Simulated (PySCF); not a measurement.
# AlH3F− (SMILES [H][Al-]([H])([H])[F]), step by step

Wanted: a structure relaxation (HF/6-311G), then the harmonic vibrations, then a single-point energy (B2PLYP/cc-pV(T+d)Z), then energy and one-electron properties (HCTH407-D3(0)/6-311++G(3df,3pd)) of AlH3F−. 

The calculation is run with PySCF 2.14.0.

### Step 1. The system as given

AlH3F− has 5 atoms, charge -1, and is taken as a singlet. As SMILES, `[H][Al-]([H])([H])[F]`. All atoms were displaced at random from a relaxed shape. The run starts from this shape.

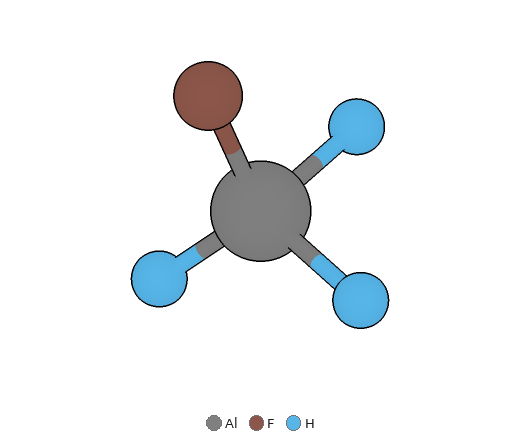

Viewed from a chosen angle; aluminium grey, fluorine brown, hydrogen blue.

### Step 2. A geometry optimisation at HF/6-311G (run 1)

File mol.xyz:

```xyz
5

Al     0.098824     0.040726    -0.033426
F     -0.022909    -0.049766     1.635198
H      1.488668     0.001104    -0.547815
H     -0.851553     1.337286    -0.512639
H     -0.824484    -1.241829    -0.416004
```

File input.py:

```python
# [AlFH3]-
from pyscf import gto
from pyscf.geomopt.geometric_solver import kernel as optimise

molecule = gto.M(
    atom='mol.xyz',
    max_memory=1860,
    verbose=4,
    charge=-1,
    spin=0,
    basis='6-311g',
)

mf = molecule.RHF()
converged, mol_eq = optimise(mf, maxsteps=100)
print('converged:', converged)
print(mol_eq.tostring())

mf.reset(mol_eq)
molecule = mol_eq
mf.kernel()
etot = mf.e_tot
print('E = %.10f Eh' % etot)
```

Command:

```
OMP_NUM_THREADS=1 python input.py
```

What it wrote:

```text
PySCF version 2.14.0

[INPUT] num. atoms = 5
[INPUT] num. electrons = 26
[INPUT] charge = -1
[INPUT] spin (= nelec alpha-beta = 2S) = 0
[INPUT] symmetry False subgroup None
[INPUT] Mole.unit = angstrom
[INPUT] Symbol           X                Y                Z      unit          X                Y                Z       unit  Magmom
[INPUT]  1 Al     0.098824000000   0.040726000000  -0.033426000000 AA    0.186750294534   0.076960986149  -0.063165985440 Bohr   0.0
[INPUT]  2 F     -0.022909000000  -0.049766000000   1.635198000000 AA   -0.043291735788  -0.094044110315   3.090076379437 Bohr   0.0
[INPUT]  3 H      1.488668000000   0.001104000000  -0.547815000000 AA    2.813174810404   0.002086257642  -1.035220316929 Bohr   0.0
[INPUT]  4 H     -0.851553000000   1.337286000000  -0.512639000000 AA   -1.609201950552   2.527104290215  -0.968747310771 Bohr   0.0
[INPUT]  5 H     -0.824484000000  -1.241829000000  -0.416004000000 AA   -1.558048954086  -2.346716703543  -0.786133626724 Bohr   0.0

[... 35 lines left out ...]
> Convergence Criteria:
[... 17 lines left out ...]
WARN: Mole.unit (angstrom) is changed to Bohr
[... 56 lines left out ...]
Step    0 : Gradient = 4.116e-02/6.312e-02 (rms/max) Energy = -343.1648179953
[... 112 lines left out ...]
converged SCF energy = -343.179839311311
[... 117 lines left out ...]
converged SCF energy = -343.179882786126
[... 69 lines left out ...]
Converged! =D
[... 43 lines left out ...]
converged SCF energy = -343.179882993907
E = -343.1798829939 Eh
```

Run time: 10 s. Hardware: 1 thread of Intel Xeon at 2.50GHz (Skylake/Cascade Lake), shared host; peak memory 0.14 GiB.

The path in brief:

```csv
step,energy from the first frame kept (eV),largest force (eV/Å)
0,0.0000,3.2459
1,-0.3912,0.8062
2,-0.4088,0.1824
3,-0.4099,0.0383
4,-0.4099,0.0101
5,-0.4099,0.0027
```

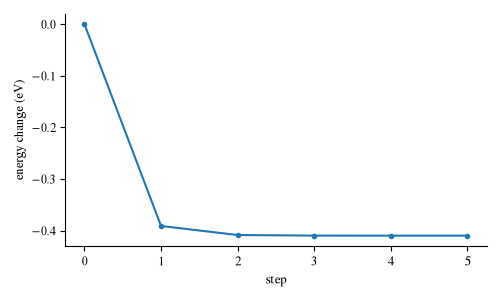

Energy along the run.

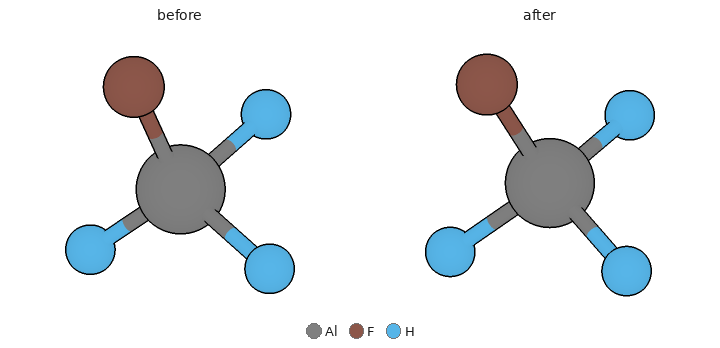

Before and after, at one scale.

After the run. Bond lengths: Al1–F2 1.760 Å, Al1–H3 1.638 Å, Al1–H4 1.637 Å, Al1–H5 1.637 Å. Angles: F2–Al1–H3 108.9°, F2–Al1–H4 108.9°, F2–Al1–H5 108.9°, H3–Al1–H4 110.0°, H3–Al1–H5 110.0°, H4–Al1–H5 110.0°.

### Step 3. Vibrational wavenumbers at HF/6-311G (run 2)

File mol.xyz:

```xyz
5
AlFH3
Al    -0.017281     0.001028    -0.649264
F      0.029542    -0.001749     1.109823
H      1.517087    -0.006731    -1.220726
H     -0.798174     1.347512    -1.157108
H     -0.813141    -1.335343    -1.160789
```

File run.py:

```python
# [AlFH3]-
import numpy
from pyscf import gto, scf, symm
from pyscf.hessian import thermo

mol = gto.M(
    atom='mol.xyz',
    max_memory=1860,
    spin=0,
    verbose=4,
    charge=-1,
    basis='6-311g',
)

mf = scf.RHF(mol)
mf.kernel()

etot = mf.e_tot
print('E = %.10f Eh' % etot)
hess = mf.Hessian().kernel()
modes = thermo.harmonic_analysis(mol, hess)
print('frequencies (1/cm)', numpy.round(modes['freq_wavenumber'], 1))
symm.geom.TOLERANCE = 1e-3  # for the symmetry number
th = thermo.thermo(mf, modes['freq_au'], 350, 101325)
thermo.dump_thermo(mol, th)
```

Command:

```
OMP_NUM_THREADS=1 python run.py
```

What it wrote:

```text
PySCF version 2.14.0

[INPUT] num. atoms = 5
[INPUT] num. electrons = 26
[INPUT] charge = -1
[INPUT] spin (= nelec alpha-beta = 2S) = 0
[INPUT] symmetry False subgroup None
[INPUT] Mole.unit = angstrom
[INPUT] Symbol           X                Y                Z      unit          X                Y                Z       unit  Magmom
[INPUT]  1 Al    -0.017281000000   0.001028000000  -0.649264000000 AA   -0.032656357159   0.001942638456  -1.226931142540 Bohr   0.0
[INPUT]  2 F      0.029542000000  -0.001749000000   1.109823000000 AA    0.055826289172  -0.003305130992   2.097261516743 Bohr   0.0
[INPUT]  3 H      1.517087000000  -0.006731000000  -1.220726000000 AA    2.866878937138  -0.012719746544  -2.306837813136 Bohr   0.0
[INPUT]  4 H     -0.798174000000   1.347512000000  -1.157108000000 AA   -1.508330259749   2.546428629565  -2.186617216543 Bohr   0.0
[INPUT]  5 H     -0.813141000000  -1.335343000000  -1.160789000000 AA   -1.536613790655  -2.523432552355  -2.193573298408 Bohr   0.0

nuclear repulsion = 53.5479685712049
number of shells = 27
number of NR pGTOs = 81
number of NR cGTOs = 43
basis = 6-311g
ecp = {}

******** <class 'pyscf.scf.hf.RHF'> ********
method = RHF
initial guess = minao
damping factor = 0
level_shift factor = 0
DIIS = <class 'pyscf.scf.diis.CDIIS'>
diis_start_cycle = 1
diis_space = 8
diis_damp = 0
SCF conv_tol = 1e-09
SCF conv_tol_grad = None
SCF max_cycles = 50
direct_scf = True
direct_scf_tol = 1e-13
Set gradient conv threshold to 3.16228e-05
Initial guess from minao.
init E= -342.599491266722
  HOMO = -0.309092648272206  LUMO = 0.0505385361709503  gap/eV = 9.78606
cycle= 1 E= -343.122971967512  delta_E= -0.523  |g|= 0.539  |ddm|= 1.41
  HOMO = -0.182929730584994  LUMO = 0.258017392690389  gap/eV = 11.99878
cycle= 2 E= -343.161257520785  delta_E= -0.0383  |g|= 0.373  |ddm|= 0.589
  HOMO = -0.197825548698992  LUMO = 0.255185588978953  gap/eV = 12.32706
cycle= 3 E= -343.179559050159  delta_E= -0.0183  |g|= 0.0224  |ddm|= 0.18
  HOMO = -0.203223891793788  LUMO = 0.254241445697962  gap/eV = 12.44827
cycle= 4 E= -343.179875069454  delta_E= -0.000316  |g|= 0.00374  |ddm|= 0.0634
  HOMO = -0.203063349533538  LUMO = 0.254311240435665  gap/eV = 12.44580
cycle= 5 E= -343.179882586744  delta_E= -7.52e-06  |g|= 0.000793  |ddm|= 0.00905
  HOMO = -0.203029018119714  LUMO = 0.254327355721748  gap/eV = 12.44530
cycle= 6 E= -343.179882971662  delta_E= -3.85e-07  |g|= 0.000239  |ddm|= 0.00148
  HOMO = -0.203025489781711  LUMO = 0.254326867567441  gap/eV = 12.44519
cycle= 7 E= -343.179883002662  delta_E= -3.1e-08  |g|= 3.98e-05  |ddm|= 0.000474
  HOMO = -0.203024221820356  LUMO = 0.254325943066998  gap/eV = 12.44513
cycle= 8 E= -343.179883003404  delta_E= -7.42e-10  |g|= 4.92e-06  |ddm|= 7.64e-05
  HOMO = -0.203025182855905  LUMO = 0.254325519760457  gap/eV = 12.44515
Extra cycle  E= -343.179883003419  delta_E= -1.5e-11  |g|= 1.45e-06  |ddm|= 1.05e-05
converged SCF energy = -343.179883003419
E = -343.1798830034 Eh
frequencies (1/cm) [ 621.6  621.6  689.4  847.4  847.4  921.8 1702.  1702.1 1802. ]
temperature 350.0000 [K]
pressure 101325.00 [Pa]
Rotational constants [GHz] 69.65003 11.85301 11.85288
Symmetry number 3
Zero-point energy (ZPE) 0.02222 [Eh]   58348.795 [J/mol]
                           tot       elec      trans        rot        vib
Entropy [J/mol/K]       251.780      0.000    160.617     80.828     10.335
Cv [J/mol/K]             49.731      0.000     12.472     12.472     24.787
Cp [J/mol/K]             58.045      0.000     20.786     12.472     24.787
Internal energy [J/mol]                      4365.091   4365.091  61063.963
Internal energy [Eh]   -343.15330  -343.17988
Enthalpy [J/mol]                             7275.152   4365.091  61063.963
Enthalpy [Eh]          -343.15219
Gibbs free energy [J/mol]                  -48940.860 -23924.780  57446.748
Gibbs free energy [Eh] -343.18576
```

Wall time 12 s (1 thread of Intel Xeon at 2.50GHz (Skylake/Cascade Lake), shared host); peak memory 0.12 GiB.

### Step 4. The energy at B2PLYP/cc-pV(T+d)Z (density fitting with def2-universal-jkfit) (run 3)

File run.py:

```python
from pyscf import gto, dft, mp

mol = gto.M(
    atom=[
    ('Al', (-0.023238, 0.017537, -0.008587)),
    ('F', (0.023585, 0.014760, 1.750500)),
    ('H', (1.511328, 0.009775, -0.579972)),
    ('H', (-0.804015, 1.364067, -0.516351)),
    ('H', (-0.819115, -1.318618, -0.520276)),
],
    charge=-1,
    basis='cc-pv(t+d)z',
    verbose=3,
    max_memory=1860,
)

ks = dft.RKS(mol, xc='0.53*HF + 0.47*B88, 0.73*LYP')
ks = ks.density_fit(auxbasis='def2-universal-jkfit')
ks.kernel()

pt = mp.MP2(ks, frozen=6).run()
e_final = ks.e_tot + 0.27 * pt.e_corr
print('PT2 part  %.8f' % (0.27 * pt.e_corr))
print('E(%s) = %.9f' % ('B2PLYP', e_final))
```

Command:

```
OMP_NUM_THREADS=1 python run.py
```

What it wrote:

```text
converged SCF energy = -343.93774072359
E(DFRMP2) = -344.380803906726  E_corr = -0.443063183135417
E(SCS-DFRMP2) = -344.385482974197  E_corr = -0.447742250607285
PT2 part  -0.11962706
E(B2PLYP) = -344.057367783
```

Run time: 11 s. Hardware: 1 thread of Intel Xeon at 2.50GHz (Skylake/Cascade Lake), shared host; peak memory 0.41 GiB.

### Step 5. The charge distribution at HCTH407-D3(0)/6-311++G(3df,3pd) (Coulomb fitting set) (run 4)

File input.xyz:

```xyz
5

Al    -0.023238     0.017537    -0.008587
F      0.023585     0.014760     1.750500
H      1.511328     0.009775    -0.579972
H     -0.804015     1.364067    -0.516351
H     -0.819115    -1.318618    -0.520276
```

File job.py:

```python
import numpy
from pyscf import gto, scf, dft, lo

molecule = gto.M(
    atom='input.xyz',
    verbose=4,
    max_memory=1860,
    charge=-1,
    basis='6-311++g(3df,3pd)',
)

calc0 = dft.RKS(molecule)
calc0.xc = 'hcth407'
calc0 = calc0.density_fit(auxbasis='def2-universal-jfit')
calc0.disp = 'd3zero'
calc0.kernel()

e_final = calc0.e_tot
print('Final energy', e_final)
dip = calc0.dip_moment()
pop, q = calc0.mulliken_pop()
quad = calc0.quad_moment()
occ = calc0.mo_coeff[:, calc0.mo_occ > 0]
iaos = lo.vec_lowdin(lo.iao.iao(molecule, occ), calc0.get_ovlp())
c = iaos.T @ calc0.get_ovlp() @ occ
pop_iao, q_iao = scf.hf.mulliken_pop(lo.iao.reference_mol(molecule), (c * calc0.mo_occ[calc0.mo_occ > 0]) @ c.T, numpy.eye(c.shape[0]), verbose=0)
print('IAO charges', numpy.round(q_iao, 4))
```

Command:

```
OMP_NUM_THREADS=1 python job.py
```

What it wrote:

```text
PySCF version 2.14.0

[INPUT] num. atoms = 5
[INPUT] num. electrons = 26
[INPUT] charge = -1
[INPUT] spin (= nelec alpha-beta = 2S) = 0
[INPUT] symmetry False subgroup None
[INPUT] Mole.unit = angstrom
[INPUT] Symbol           X                Y                Z      unit          X                Y                Z       unit  Magmom
[INPUT]  1 Al    -0.023238000000   0.017537000000  -0.008587000000 AA   -0.043913455683   0.033140127046  -0.016227078232 Bohr   0.0
[INPUT]  2 F      0.023585000000   0.014760000000   1.750500000000 AA    0.044569190648   0.027892357599   3.307965581051 Bohr   0.0
[INPUT]  3 H      1.511328000000   0.009775000000  -0.579972000000 AA    2.855996004387   0.018472072868  -1.095988239916 Bohr   0.0
[INPUT]  4 H     -0.804015000000   1.364067000000  -0.516351000000 AA   -1.519368150042   2.577713045557  -0.975761974145 Bohr   0.0
[INPUT]  5 H     -0.819115000000  -1.318618000000  -0.520276000000 AA   -1.547903014523  -2.491826882922  -0.983179149184 Bohr   0.0

[... 60 lines left out ...]
converged SCF energy = -344.240174783224
Final energy -344.24017478322446
[... 1 line left out ...]
WARN: System has nonzero charge -1; the dipole moment is origin-dependent.
[... 2 lines left out ...]
Dipole moment(X, Y, Z, Debye):  0.08354, -0.08286, -0.97814
[... 110 lines left out ...]
pop of  3 H 2py           0.00002
pop of  3 H 2pz           0.00000
pop of  3 H 3px           0.00110
pop of  3 H 3py           0.00239
pop of  3 H 3pz           0.00050
pop of  3 H 4px           0.00173
pop of  3 H 4py          -0.00207
pop of  3 H 4pz           0.00266
pop of  3 H 3dxy          0.00016
pop of  3 H 3dyz          0.00009
pop of  3 H 3dz^2         0.00007
pop of  3 H 3dxz          0.00003
pop of  3 H 3dx2-y2       0.00010
pop of  4 H 1s            0.24054
pop of  4 H 2s            0.60818
pop of  4 H 3s            0.46319
pop of  4 H 4s            0.11064
pop of  4 H 2px           0.00001
pop of  4 H 2py           0.00002
pop of  4 H 2pz           0.00000
pop of  4 H 3px           0.00112
pop of  4 H 3py           0.00236
pop of  4 H 3pz           0.00050
pop of  4 H 4px           0.00166
pop of  4 H 4py          -0.00199
pop of  4 H 4pz           0.00266
pop of  4 H 3dxy          0.00016
pop of  4 H 3dyz          0.00008
pop of  4 H 3dz^2         0.00007
pop of  4 H 3dxz          0.00003
pop of  4 H 3dx2-y2       0.00010
 ** Mulliken atomic charges  **
charge of    0Al =      0.85838
charge of    1F =     -0.57021
charge of    2H =     -0.42949
charge of    3H =     -0.42934
charge of    4H =     -0.42934
Traceless quadrupole moment (Debye*A):

IAO charges [ 0.5291 -0.6541 -0.2917 -0.2917 -0.2917]
```

Run time: 16 s. Hardware: 1 thread of Intel Xeon at 2.50GHz (Skylake/Cascade Lake), shared host; peak memory 0.46 GiB.

Atomic charges (e):

```csv
atom,Mulliken,IAO
Al1,+0.858,+0.529
F2,-0.570,-0.654
H3,-0.429,-0.292
H4,-0.429,-0.292
H5,-0.429,-0.292
```

### Step 6. What came out

```
                                                                                     quantity             value
                                                    run 1, HF/6-311G: total energy at the end     -343.17988 Eh
                                                                run 1, HF/6-311G: HOMO energy          -5.52 eV
                                                                run 1, HF/6-311G: LUMO energy           6.92 eV
                      run 1, HF/6-311G: HOMO–LUMO gap (to an unbound level, set by the basis)          12.45 eV
                                                 run 2, HF/6-311G: lowest harmonic wavenumber          622 cm⁻¹
                                                run 2, HF/6-311G: highest harmonic wavenumber         1802 cm⁻¹
                                                          run 2, HF/6-311G: zero-point energy       58.3 kJ/mol
                     run 2, HF/6-311G: ideal-gas entropy at 350 K (symmetry number 3 as used)  60.2 cal/(mol K)
                                                      run 3, B2PLYP/cc-pV(T+d)Z: total energy     -344.05737 Eh
                                 run 3, B2PLYP/cc-pV(T+d)Z: HOMO energy (SCF part's orbitals)          -3.43 eV
                                 run 3, B2PLYP/cc-pV(T+d)Z: LUMO energy (SCF part's orbitals)           6.46 eV
             run 3, B2PLYP/cc-pV(T+d)Z: HOMO–LUMO gap (to an unbound level, set by the basis)           9.89 eV
                                         run 4, HCTH407-D3(0)/6-311++G(3df,3pd): total energy     -344.24017 Eh
                                          run 4, HCTH407-D3(0)/6-311++G(3df,3pd): HOMO energy          -1.32 eV
                                          run 4, HCTH407-D3(0)/6-311++G(3df,3pd): LUMO energy           3.47 eV
run 4, HCTH407-D3(0)/6-311++G(3df,3pd): HOMO–LUMO gap (to an unbound level, set by the basis)           4.79 eV
                                    run 4, HCTH407-D3(0)/6-311++G(3df,3pd): dispersion energy      -3.93 kJ/mol
```

**Reading.** The optimisation (run 1, HF/6-311G) took 5 steps and changed the energy by -0.410 eV. All 9 modes (run 2, HF/6-311G) are real, so the shape is a minimum at this level. Mulliken charges (run 3, B2PLYP/cc-pV(T+d)Z) run from -0.53 on F2 to +0.42 on Al1; they depend strongly on the basis.
